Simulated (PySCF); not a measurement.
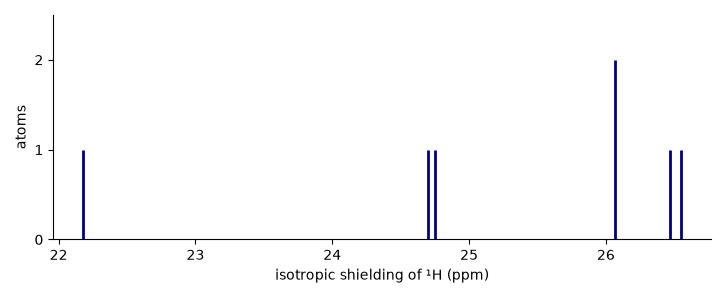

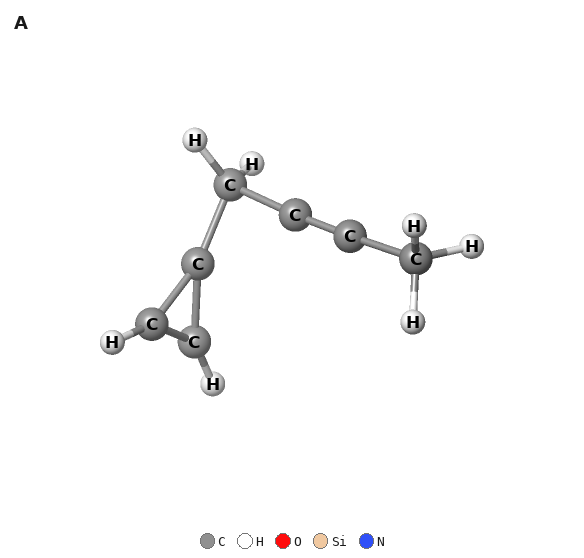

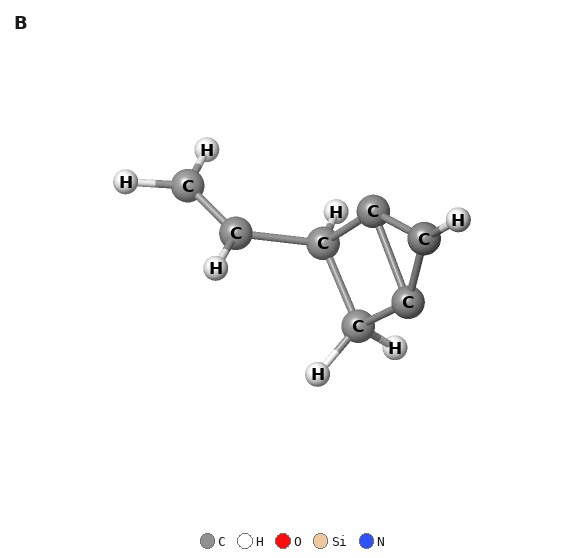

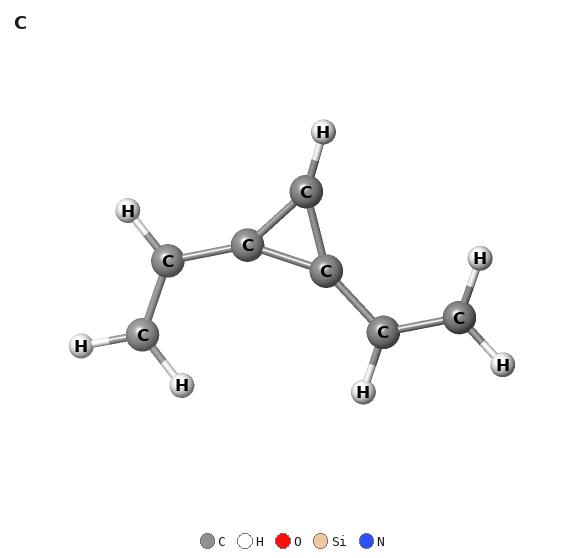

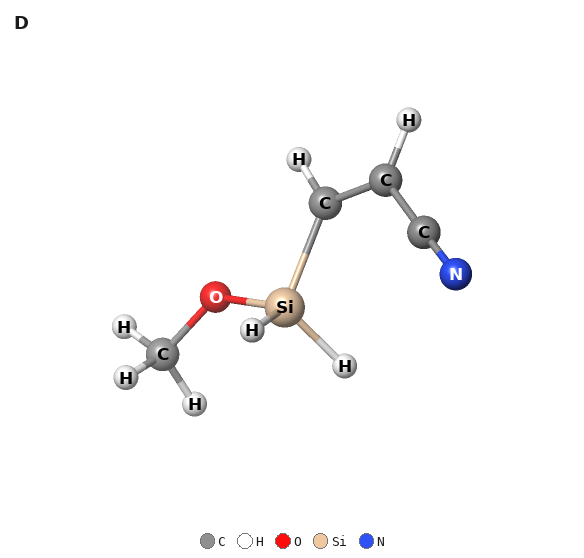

The sticks are computed shieldings of one of the molecules, for one fixed geometry (GFN2-xTB) without averaging over rotations. Low shielding means a high chemical shift. Method: GIAO PBE0/pcSseg-1 NMR shielding, non-relativistic, gas phase (PySCF 2.14.0).

> Which molecule gives this pattern?

B, `C=C[C@@H]1C[c+]2cc21`. Its 7 H atoms give lines at 22.18, 24.70, 24.75, 26.07 (2 atoms), 26.47, 26.55 ppm.

The geometry is semi-empirical. Around Si such bond lengths and angles can be off by a tenth of an ångström or more and by several degrees, and values that hang on the shape move with them.
